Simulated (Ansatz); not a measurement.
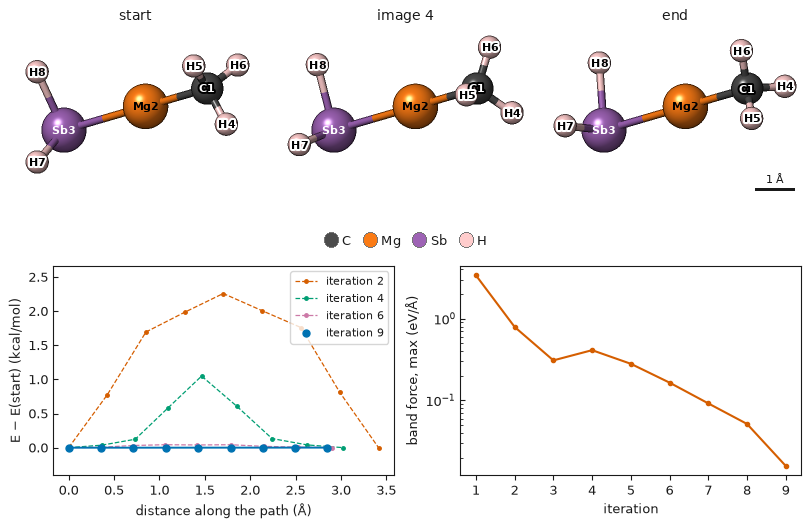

A nudged-elastic-band calculation for CH5MgSb. Images are numbered from 0 (start) to 8 (end). The plot follows the band through its iterations. A ball-and-stick model, seen at a tilt.

Theory: Ansatz 0.2.0, RKS BLYP-D4/def2-SVP. Set-up: 7 movable images; climbing image; force threshold 0.05 eV/Å; iteration limit 58; starting path through a guess of the saddle point.

**How did the profile develop, and is the result final?**

The run is converged, with reservations. The band converged in 9 iterations. The largest component of the band force went from 3.4 to 0.016 eV/Å. The first iteration put the highest image at 9.63 kcal/mol. No barrier shows: the energy is highest at the end, and the end lies 0.00 kcal/mol above the start.
